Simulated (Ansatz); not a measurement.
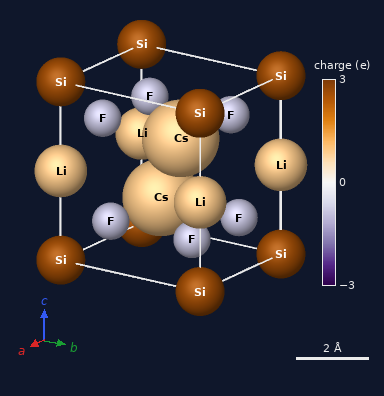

The image is a spheres-only drawing of a crystal, viewed slightly off an axis. Atoms at the boundary of the simulation cell (the box) are drawn once for each face, edge or corner they touch. The atoms of this Cs₂LiSiF₆ cell are coloured by their Bader charge.

Results below were computed with DFT, PAW plane waves, PBE in Ansatz; the settings were plane waves up to 420 eV, k-point mesh 6×6×7, Fermi-Dirac smearing of 0.1 eV, no spin polarisation.

> Give the charges by element.

Most positive: Si; most negative: F. Charges: about Cs +0.9 e; Li +0.9 e; Si +2.6 e; F -0.9 e.

The model is a generated cell, made by putting these elements into a known structure type (the compound may or may not exist in this form); its atoms and cell weren't optimised. A calculation with Ansatz used it as input.
